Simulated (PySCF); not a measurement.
CH6B2N, doublet, SMILES `BN[B]C`.

Method: B3LYP/6-311+G**; geometry: GFN2-xTB; program: PySCF. No frequency check shows the geometry to be a minimum. The stability of the open-shell solution wasn't checked. GFN2-xTB doesn't know the spin state, so this open-shell geometry is rough.

Input

```python
import numpy as np
from pyscf import gto, scf, dft
from pyscf.scf import atom_ks, atom_hf
from scipy.linalg import block_diag

def solve(mol, dm0=None, hcore=None):
    mf = (dft.UKS if mol.spin else dft.RKS)(mol, xc='b3lyp')
    mf.grids.level = 3
    mf = mf.density_fit(auxbasis='def2-universal-jkfit')
    mf.conv_tol, mf.max_cycle = 1e-8, 80
    if hcore is not None:
        mf.get_hcore = lambda *args: hcore
    mf.kernel(dm0)
    if not mf.converged:
        mf = mf.newton().run(mf.mo_coeff, mf.mo_occ, max_cycle=30)
    assert mf.converged, 'SCF not converged'
    return mf

mol = gto.M(atom='''
B      2.04260    -0.11727     0.00604
N      0.68918     0.26465    -0.00666
B     -0.45979    -0.55016    -0.01491
C     -1.92247     0.03598     0.00269
H      2.87460     0.71011     0.01443
H      2.31356    -1.25525     0.00756
H      0.51923     1.27082    -0.00809
H     -1.94627     1.11891    -0.15681
H     -2.39608    -0.15831     0.96506
H     -2.56850    -0.41755    -0.74735
''', basis='6-311+g**', charge=0, spin=1, verbose=4)
mf = solve(mol)
mf.analyze()
# spherically averaged free atoms, for the promolecule
atm = atom_ks.get_atm_nrks(mol, xc='b3lyp')
pro = block_diag(*[(atm[a[0]][2] * atm[a[0]][3]) @ atm[a[0]][2].T for a in mol._atom])
np.savez('result.npz', e=mf.e_tot, c=mf.mo_coeff, occ=mf.mo_occ, eps=mf.mo_energy, pro=pro, dip=mf.dip_moment(verbose=0), s2=mf.spin_square()[0])
```

Run with:

```sh
OMP_NUM_THREADS=1 python input.py
```

The run took 20 s on 1 thread of Arm Neoverse V2, on a shared host, peak memory 0.48 GiB.

Partitions, critical points and surface values were worked out afterwards from this run's density.

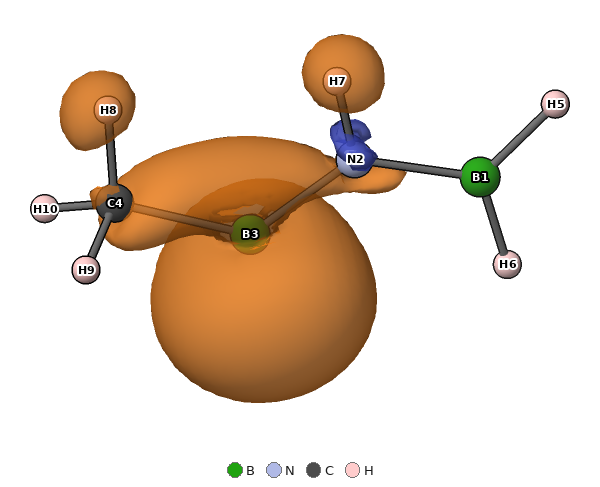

Spin density ρα − ρβ at ±0.02 e/Å³ (orange: excess α, blue: excess β).

Give the atomic spin populations that go with this picture.

Answer. Hirshfeld spin populations: B3 +0.76, C4 +0.08 and N2 +0.06. ⟨S²⟩ = 0.75, as for a pure state.
